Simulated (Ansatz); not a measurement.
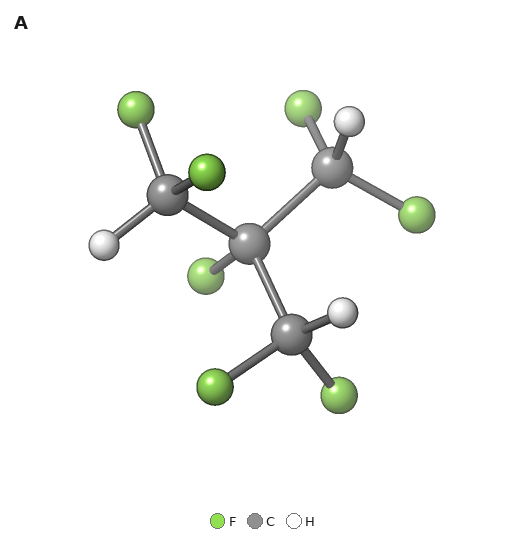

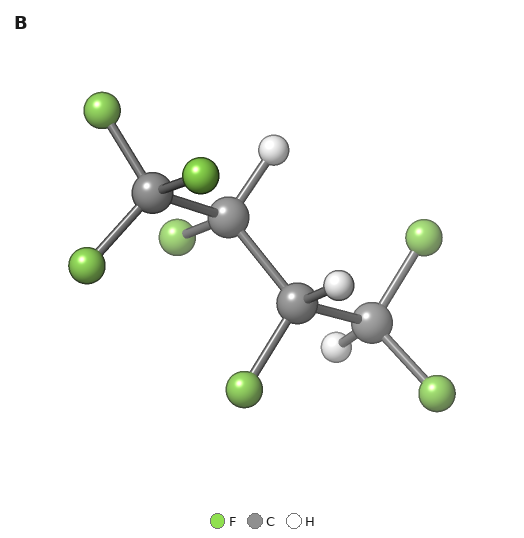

Distant atoms are faded towards the background colour. The computed structure is the end point of a PBE0-D4/def2-TZVP optimisation.

> Can A be turned into B by a rotation alone?

No. They are constitutional isomers of C4H3F7: A is FC(F)C(F)(C(F)F)C(F)F, B is FC(F)[C@H](F)[C@@H](F)C(F)(F)F
